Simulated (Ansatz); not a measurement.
# FGeH7Si (built from SMILES [F][GeH3].[SiH4]): search for a transition state, part 2 of 2

Ansatz 0.2.0, Gaussian basis; PBE0-D4. Earlier steps stand in the parts before.

## Step 7: Relaxing after a step of 0.30 Å one way along the mode

Contents of downa/in.yaml:

```yaml
crystal:
  periodic: [false, false, false]
  atoms:
    - {symbol: Ge, position_ang: [-0.653234, -1.118366, -0.049079]}
    - {symbol: F, position_ang: [1.478844, -1.153352, 0.652076]}
    - {symbol: H, position_ang: [-0.212160, -2.145225, -1.111012]}
    - {symbol: H, position_ang: [-0.998693, -1.771675, 1.307541]}
    - {symbol: H, position_ang: [-1.802480, -0.289935, -0.552425]}
    - {symbol: H, position_ang: [1.191137, -0.395298, 0.456316]}
    - {symbol: Si, position_ang: [0.277822, 1.330798, -0.105238]}
    - {symbol: H, position_ang: [1.544135, 2.086255, 0.196831]}
    - {symbol: H, position_ang: [-0.791527, 1.905268, 0.748217]}
    - {symbol: H, position_ang: [-0.033745, 1.551530, -1.543226]}
basis:
  gaussian: {orbitals: def2-TZVP}
hamiltonian: {xc: pbe0, dispersion: d4}
relax: {f_tol: 0.005, max_steps: 200}
```

On the command line:

```
> ansatz run in.yaml --threads 4 --pin off --events-out ev --progress --plain --max-ram 9574MiB
```

Output, shortened:

```text
Functional definition: PBE0
  name "PBE0"
  cite "Adamo & Barone, J. Chem. Phys. 110, 6158 (1999) doi:10.1063/1.478522"
  cite "Perdew, Burke & Ernzerhof, Phys. Rev. Lett. 77, 3865 (1996) doi:10.1103/PhysRevLett.77.3865"
  parent pbe
[...]
1133 factors; their error is unknown
[...]
mean field -67212.79279803 eV, -2470.0245768605 hartree, gradient 2.8e-5 eV, S^2 0.000000; 0 other end points of the search recorded, 0 dependent functions left out
[...]
reference -67212.79283009 eV, -2470.0245780385 hartree; 31, 31 occupied and 127, 127 virtual orbitals, 1133 factors
relax step   1: F+E_penalty+E_count = -67212.94166176 eV  Δ(F+E_penalty+E_count) = +0.000e0 eV  max|allowed force component| = 8.764e0 eV/Å  Δτ_max = 0.0000 Å  (25 SCF iters, accepted)
[...]
Atom 0 at    -1.044545    -0.893117    -0.207713 Å, force    -0.001463    -0.000633    -0.000611 eV/Å
Atom 1 at     2.254255    -1.220331     0.921850 Å, force     0.000072    -0.003048     0.000946 eV/Å
Atom 2 at    -0.283884    -1.834387    -1.149952 Å, force     0.000300     0.000148     0.000436 eV/Å
Atom 3 at    -1.059174    -1.477098     1.210466 Å, force     0.000553     0.000087    -0.000120 eV/Å
Atom 4 at    -2.493015    -0.750226    -0.705031 Å, force     0.000124    -0.000307     0.000111 eV/Å
Atom 5 at     2.052399    -0.337550     0.726181 Å, force     0.000161     0.003005    -0.001044 eV/Å
Atom 6 at    -0.042076     1.266231    -0.205195 Å, force     0.001218     0.000896     0.000304 eV/Å
Atom 7 at     1.377010     1.206957     0.272138 Å, force    -0.000450    -0.000518     0.000249 eV/Å
Atom 8 at    -0.756773     2.193070     0.708991 Å, force    -0.000134     0.000175    -0.000228 eV/Å
Atom 9 at    -0.004096     1.846450    -1.571735 Å, force    -0.000381     0.000196    -0.000042 eV/Å
Dipole moment:    -0.215226     0.348716    -0.122065 e Å
```

Run time: 27 s. Hardware: 4 threads of Arm Neoverse V2, shared host.

Step by step: (the energy doesn't fall at every step)

```
step  energy from step 1 (eV)  largest force component (eV/Å)
   1                   0.0000                          8.7638
   2                  -1.0590                          1.2804
   3                  -1.5618                          0.8264
   4                  -1.8154                          0.4835
   5                  -1.9345                          0.5153
   6                  -2.0046                          0.6122
   7                  -2.0322                          0.3133
   8                  -2.0446                          0.1009
   9                  -2.0408                          0.6409
  10                  -2.0454                          0.1065
  11                  -2.0458                          0.0401
  12                  -2.0460                          0.0044
  13                  -2.0460                          0.0078
  14                  -2.0460                          0.0030
```

Close pairs (by a distance rule), those that changed most:

```
   bond  before (Å)  after (Å)  change (Å)
Ge1–Si7       2.621      2.381      -0.240
  F2–H6       0.834      0.926      +0.092
 Ge1–H5       1.503      1.538      +0.035
 Ge1–H4       1.545      1.534      -0.011
 Ge1–H3       1.542      1.534      -0.008
 Si7–H8       1.505      1.498      -0.007
Si7–H10       1.488      1.485      -0.003
 Si7–H9       1.484      1.485      +0.001
```

## Step 8: Relaxing after a step of 0.30 Å the other way along the mode

Contents of downb/in.yaml:

```yaml
crystal:
  periodic: [false, false, false]
  atoms:
    - {symbol: Ge, position_ang: [-0.459581, -1.303569, 0.048566]}
    - {symbol: F, position_ang: [1.316939, -1.484870, 0.659232]}
    - {symbol: H, position_ang: [-0.203832, -2.200731, -1.156804]}
    - {symbol: H, position_ang: [-1.032757, -1.821898, 1.358664]}
    - {symbol: H, position_ang: [-1.600801, -0.283529, -0.481131]}
    - {symbol: H, position_ang: [0.814986, 0.028419, 0.258897]}
    - {symbol: Si, position_ang: [0.358278, 1.433716, -0.102124]}
    - {symbol: H, position_ang: [1.593074, 2.186338, 0.194784]}
    - {symbol: H, position_ang: [-0.771114, 1.891331, 0.752538]}
    - {symbol: H, position_ang: [-0.015091, 1.554793, -1.532623]}
basis:
  gaussian: {orbitals: def2-TZVP}
hamiltonian: {xc: pbe0, dispersion: d4}
relax: {f_tol: 0.005, max_steps: 200}
```

On the command line:

```
> ansatz run in.yaml --threads 4 --pin off --events-out ev --progress --plain --max-ram 9574MiB
```

Output:

```text
[... 5 set-up lines as earlier in the session ...]
  parameter a = 0.25
  parameter kappa = 0.804
  parameter beta = 0.06672455060314922
  exchange = (1 - a)*pbe_x(kappa = kappa, mu = beta*pi^2/3) + a*exact_x
  correlation = pbe_c(beta = beta)
1133 factors; their error is unknown
mean field evaluation 1: about -67211.0525 eV, gradient 3.9e1 eV
mean field evaluation 2: about -67204.5200 eV, gradient 7.8e1 eV
mean field evaluation 4: about -67213.1691 eV, gradient 2.9e0 eV
mean field evaluation 8: about -67213.1755 eV, gradient 1.0e-2 eV
mean field evaluation 16: about -67213.4894 eV, gradient 5.0e-5 eV
mean field -67213.48944433 eV, -2470.0501781395 hartree, gradient 5.0e-5 eV, S^2 0.000000; 0 other end points of the search recorded, 0 dependent functions left out
the calculation of the forces begins
reference -67213.48947786 eV, -2470.0501793719 hartree; 31, 31 occupied and 127, 127 virtual orbitals, 1133 factors
relax step   1: F+E_penalty+E_count = -67213.63577494 eV  Δ(F+E_penalty+E_count) = +0.000e0 eV  max|allowed force component| = 9.064e-1 eV/Å  Δτ_max = 0.0000 Å  (26 SCF iters, accepted)
these checks for a lower state are left out or cut short: starts, cluster_reference, orbital_swaps, neighbouring_geometries, increment
1133 factors; their error is unknown
mean field -67213.98104768 eV, -2470.0682442295 hartree, gradient 8.6e-6 eV, S^2 0.000000; 0 other end points of the search recorded, 0 dependent functions left out
the calculation of the forces begins
reference -67213.98108130 eV, -2470.0682454652 hartree; 31, 31 occupied and 127, 127 virtual orbitals, 1133 factors
relax step   2: F+E_penalty+E_count = -67214.12400690 eV  Δ(F+E_penalty+E_count) = -4.882e-1 eV  max|allowed force component| = 1.479e0 eV/Å  Δτ_max = 0.1958 Å  (29 SCF iters, accepted)
these checks for a lower state are left out or cut short: starts, cluster_reference, orbital_swaps, neighbouring_geometries, increment
1133 factors; their error is unknown
mean field -67214.51710037 eV, -2470.0879438024 hartree, gradient 2.3e-5 eV, S^2 0.000000; 0 other end points of the search recorded, 0 dependent functions left out
the calculation of the forces begins
reference -67214.51713425 eV, -2470.0879450478 hartree; 31, 31 occupied and 127, 127 virtual orbitals, 1133 factors
relax step   3: F+E_penalty+E_count = -67214.65573883 eV  Δ(F+E_penalty+E_count) = -5.317e-1 eV  max|allowed force component| = 1.161e0 eV/Å  Δτ_max = 0.1956 Å  (32 SCF iters, accepted)
[... from here on, the SCF cycles and remarks between the steps are left out ...]
relax step   4: F+E_penalty+E_count = -67214.89940312 eV  Δ(F+E_penalty+E_count) = -2.437e-1 eV  max|allowed force component| = 1.442e0 eV/Å  Δτ_max = 0.1947 Å  (28 SCF iters, accepted)
relax step   5: F+E_penalty+E_count = -67215.13043274 eV  Δ(F+E_penalty+E_count) = -2.310e-1 eV  max|allowed force component| = 6.372e-1 eV/Å  Δτ_max = 0.2000 Å  (28 SCF iters, accepted)
relax step   6: F+E_penalty+E_count = -67215.21527787 eV  Δ(F+E_penalty+E_count) = -8.485e-2 eV  max|allowed force component| = 2.118e-1 eV/Å  Δτ_max = 0.2000 Å  (28 SCF iters, accepted)
relax step   7: F+E_penalty+E_count = -67215.22941521 eV  Δ(F+E_penalty+E_count) = -1.414e-2 eV  max|allowed force component| = 4.352e-2 eV/Å  Δτ_max = 0.1161 Å  (28 SCF iters, accepted)
relax step   8: F+E_penalty+E_count = -67215.22715867 eV  Δ(F+E_penalty+E_count) = +2.257e-3 eV  max|allowed force component| = 6.307e-1 eV/Å  Δτ_max = 0.1604 Å  (27 SCF iters, rejected (line search))
relax step   9: F+E_penalty+E_count = -67215.23482775 eV  Δ(F+E_penalty+E_count) = -5.413e-3 eV  max|allowed force component| = 3.509e-2 eV/Å  Δτ_max = 0.0771 Å  (26 SCF iters, accepted)
relax step  10: F+E_penalty+E_count = -67215.23729169 eV  Δ(F+E_penalty+E_count) = -2.464e-3 eV  max|allowed force component| = 6.989e-2 eV/Å  Δτ_max = 0.0975 Å  (26 SCF iters, accepted)
relax step  11: F+E_penalty+E_count = -67215.23810510 eV  Δ(F+E_penalty+E_count) = -8.134e-4 eV  max|allowed force component| = 4.585e-2 eV/Å  Δτ_max = 0.0529 Å  (27 SCF iters, accepted)
relax step  12: F+E_penalty+E_count = -67215.23863239 eV  Δ(F+E_penalty+E_count) = -5.273e-4 eV  max|allowed force component| = 2.758e-2 eV/Å  Δτ_max = 0.0546 Å  (27 SCF iters, accepted)
relax step  13: F+E_penalty+E_count = -67215.23909478 eV  Δ(F+E_penalty+E_count) = -4.624e-4 eV  max|allowed force component| = 3.613e-2 eV/Å  Δτ_max = 0.0658 Å  (27 SCF iters, accepted)
relax step  14: F+E_penalty+E_count = -67215.23936991 eV  Δ(F+E_penalty+E_count) = -2.751e-4 eV  max|allowed force component| = 4.334e-2 eV/Å  Δτ_max = 0.0402 Å  (28 SCF iters, accepted)
relax step  15: F+E_penalty+E_count = -67215.23959651 eV  Δ(F+E_penalty+E_count) = -2.266e-4 eV  max|allowed force component| = 3.504e-2 eV/Å  Δτ_max = 0.0305 Å  (28 SCF iters, accepted)
relax step  16: F+E_penalty+E_count = -67215.23972102 eV  Δ(F+E_penalty+E_count) = -1.245e-4 eV  max|allowed force component| = 1.482e-2 eV/Å  Δτ_max = 0.0195 Å  (28 SCF iters, accepted)
relax step  17: F+E_penalty+E_count = -67215.23977286 eV  Δ(F+E_penalty+E_count) = -5.184e-5 eV  max|allowed force component| = 6.669e-3 eV/Å  Δτ_max = 0.0146 Å  (29 SCF iters, accepted)
relax step  18: F+E_penalty+E_count = -67215.23981177 eV  Δ(F+E_penalty+E_count) = -3.891e-5 eV  max|allowed force component| = 7.282e-3 eV/Å  Δτ_max = 0.0232 Å  (28 SCF iters, accepted)
relax step  19: F+E_penalty+E_count = -67215.23988509 eV  Δ(F+E_penalty+E_count) = -7.331e-5 eV  max|allowed force component| = 2.898e-2 eV/Å  Δτ_max = 0.0802 Å  (27 SCF iters, accepted)
relax step  20: F+E_penalty+E_count = -67215.24001800 eV  Δ(F+E_penalty+E_count) = -1.329e-4 eV  max|allowed force component| = 2.876e-2 eV/Å  Δτ_max = 0.0242 Å  (28 SCF iters, accepted)
relax step  21: F+E_penalty+E_count = -67215.24024795 eV  Δ(F+E_penalty+E_count) = -2.300e-4 eV  max|allowed force component| = 4.291e-2 eV/Å  Δτ_max = 0.0419 Å  (28 SCF iters, accepted)
relax step  22: F+E_penalty+E_count = -67215.24071804 eV  Δ(F+E_penalty+E_count) = -4.701e-4 eV  max|allowed force component| = 4.930e-2 eV/Å  Δτ_max = 0.0385 Å  (26 SCF iters, accepted)
relax step  23: F+E_penalty+E_count = -67215.24160166 eV  Δ(F+E_penalty+E_count) = -8.836e-4 eV  max|allowed force component| = 6.841e-2 eV/Å  Δτ_max = 0.0514 Å  (26 SCF iters, accepted)
relax step  24: F+E_penalty+E_count = -67215.24333028 eV  Δ(F+E_penalty+E_count) = -1.729e-3 eV  max|allowed force component| = 8.032e-2 eV/Å  Δτ_max = 0.0615 Å  (26 SCF iters, accepted)
relax step  25: F+E_penalty+E_count = -67215.24638453 eV  Δ(F+E_penalty+E_count) = -3.054e-3 eV  max|allowed force component| = 1.031e-1 eV/Å  Δτ_max = 0.0806 Å  (27 SCF iters, accepted)
relax step  26: F+E_penalty+E_count = -67215.25164233 eV  Δ(F+E_penalty+E_count) = -5.258e-3 eV  max|allowed force component| = 1.181e-1 eV/Å  Δτ_max = 0.1011 Å  (27 SCF iters, accepted)
relax step  27: F+E_penalty+E_count = -67215.25990458 eV  Δ(F+E_penalty+E_count) = -8.262e-3 eV  max|allowed force component| = 1.425e-1 eV/Å  Δτ_max = 0.1279 Å  (27 SCF iters, accepted)
relax step  28: F+E_penalty+E_count = -67215.27362013 eV  Δ(F+E_penalty+E_count) = -1.372e-2 eV  max|allowed force component| = 1.276e-1 eV/Å  Δτ_max = 0.1950 Å  (27 SCF iters, accepted)
relax step  29: F+E_penalty+E_count = -67215.27385802 eV  Δ(F+E_penalty+E_count) = -2.379e-4 eV  max|allowed force component| = 2.051e-1 eV/Å  Δτ_max = 0.1951 Å  (28 SCF iters, accepted)
relax step  30: F+E_penalty+E_count = -67215.27834293 eV  Δ(F+E_penalty+E_count) = -4.485e-3 eV  max|allowed force component| = 2.680e-1 eV/Å  Δτ_max = 0.0586 Å  (28 SCF iters, accepted)
relax step  31: F+E_penalty+E_count = -67215.28087077 eV  Δ(F+E_penalty+E_count) = -2.528e-3 eV  max|allowed force component| = 4.879e-3 eV/Å  Δτ_max = 0.0271 Å  (27 SCF iters, accepted)
relax step  32: F+E_penalty+E_count = -67215.28096022 eV  Δ(F+E_penalty+E_count) = -8.945e-5 eV  max|allowed force component| = 7.676e-3 eV/Å  Δτ_max = 0.0204 Å  (28 SCF iters, accepted)
relax step  33: F+E_penalty+E_count = -67215.28100593 eV  Δ(F+E_penalty+E_count) = -4.571e-5 eV  max|allowed force component| = 1.057e-2 eV/Å  Δτ_max = 0.0215 Å  (28 SCF iters, accepted)
relax step  34: F+E_penalty+E_count = -67215.28102478 eV  Δ(F+E_penalty+E_count) = -1.885e-5 eV  max|allowed force component| = 4.468e-3 eV/Å  Δτ_max = 0.0104 Å  (28 SCF iters, accepted)
these checks for a lower state are left out or cut short: starts, cluster_reference, orbital_swaps, neighbouring_geometries, increment
1133 factors; their error is unknown
mean field -67215.15792258 eV, -2470.1114935845 hartree, gradient 1.0e-5 eV, S^2 0.000000; 0 other end points of the search recorded, 0 dependent functions left out
the calculation of the forces begins
reference -67215.15795965 eV, -2470.1114949469 hartree; 31, 31 occupied and 127, 127 virtual orbitals, 1133 factors
relax step  35: F+E_penalty+E_count = -67215.28103286 eV  Δ(F+E_penalty+E_count) = -8.079e-6 eV  max|allowed force component| = 1.745e-3 eV/Å  Δτ_max = 0.0050 Å  (22 SCF iters, accepted)
1133 factors; their error is unknown
mean field evaluation 256: about -67215.1579 eV, gradient 1.0e-5 eV
mean field -67215.15792258 eV, -2470.1114935845 hartree, gradient 1.0e-5 eV, S^2 0.000000; 1 other end points of the search recorded, 0 dependent functions left out
the calculation of the forces begins
reference -67215.15795965 eV, -2470.1114949469 hartree; 31, 31 occupied and 127, 127 virtual orbitals, 1133 factors
Total energy: -67215.28106993 eV, -2470.1160191661 hartree
Atom 0 at    -0.911791    -1.933382    -0.007481 Å, force     0.000645    -0.000756     0.000073 eV/Å
Atom 1 at     0.625685    -1.213202     0.399537 Å, force    -0.000107     0.000225    -0.000060 eV/Å
Atom 2 at    -0.618936    -2.949876    -1.116569 Å, force    -0.000355     0.000350    -0.000053 eV/Å
Atom 3 at    -1.420638    -2.592422     1.279312 Å, force    -0.000224     0.000284    -0.000134 eV/Å
Atom 4 at    -1.809701    -0.785021    -0.479307 Å, force    -0.000252    -0.000236     0.000175 eV/Å
Atom 5 at     2.144863     1.406907     0.482572 Å, force     0.000154     0.000293     0.000118 eV/Å
Atom 6 at     0.831761     1.883260    -0.011711 Å, force    -0.001745    -0.000286    -0.000593 eV/Å
Atom 7 at     0.892464     3.355158    -0.219246 Å, force     0.000266    -0.000341     0.000154 eV/Å
Atom 8 at    -0.233570     1.590450     0.980039 Å, force     0.000700     0.000237     0.000211 eV/Å
Atom 9 at     0.499965     1.238128    -1.307147 Å, force     0.000920     0.000230     0.000107 eV/Å
Dipole moment:    -0.383486    -0.266002    -0.088020 e Å
```

Run time: 62 s. Hardware: 4 threads of Arm Neoverse V2, shared host.

Relaxation path: (not every step is listed) (the energy doesn't fall at every step)

```
step  energy from step 1 (eV)  largest force component (eV/Å)
   1                   0.0000                          0.9064
   2                  -0.4882                          1.4787
   3                  -1.0200                          1.1605
   4                  -1.2636                          1.4421
   5                  -1.4947                          0.6372
   6                  -1.5795                          0.2118
   7                  -1.5936                          0.0435
   8                  -1.5914                          0.6307
   9                  -1.5991                          0.0351
  11                  -1.6023                          0.0458
  13                  -1.6033                          0.0361
  15                  -1.6038                          0.0350
  17                  -1.6040                          0.0067
  19                  -1.6041                          0.0290
  21                  -1.6045                          0.0429
  23                  -1.6058                          0.0684
  25                  -1.6106                          0.1031
  27                  -1.6241                          0.1425
  29                  -1.6381                          0.2051
  30                  -1.6426                          0.2680
  31                  -1.6451                          0.0049
  32                  -1.6452                          0.0077
  33                  -1.6452                          0.0106
  34                  -1.6453                          0.0045
  35                  -1.6453                          0.0017
```

Close pairs (by a distance rule), those that changed most:

```
  bond  before (Å)  after (Å)  change (Å)
Ge1–H6       1.856      4.554      +2.699
Ge1–F2       1.887      1.746      -0.141
Ge1–H5       1.620      1.532      -0.088
H6–Si7       1.521      1.482      -0.039
Ge1–H4       1.521      1.533      +0.012
Si7–H8       1.476      1.488      +0.011
Ge1–H3       1.524      1.533      +0.008
Si7–H9       1.488      1.485      -0.004
```

## Step 9: The three structures

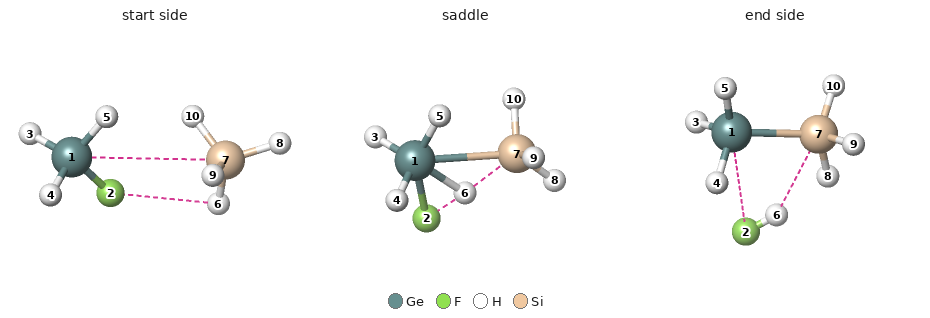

The minimum on the start side, the saddle and the minimum on the end side; broken lines mark the pairs that change.

```
   pair  start side (Å)  saddle (Å)  end side (Å)
Ge1–Si7           4.196       2.739         2.381
  F2–H6           3.030       1.239         0.926
 Ge1–F2           1.746       2.064         3.502
 H6–Si7           1.482       1.770         2.798
```

## Step 10: What came out

This closing draws on all 2 parts.

| quantity | value |
| --- | --- |
| imaginary mode | 1167i cm⁻¹ |
| barrier from the start side | 212.3 kJ/mol |
| barrier from the end side | 184.0 kJ/mol |
| energy of the step | +28.3 kJ/mol |
| pairs that change | Ge1–Si7 formed, F2–H6 formed, Ge1–F2 broken, H6–Si7 broken |
| zero-point energy at the saddle | 1.499 eV |

**Reading.** The point has a single imaginary mode (1167i cm⁻¹), as a transition state must. It joins the planned start and end. At PBE0-D4/def2-TZVP the electronic barrier is 212.3 kJ/mol, about 86 kT at 298 K, and the step runs 28.3 kJ/mol uphill. With so stiff a mode tunnelling counts: Wigner's rough correction is a factor of 2.3 at 298 K. A step off the saddle overshot and began above it in energy, so the link to its end is likely but not proven. The ends are the nearest minima, not always the lowest complexes.
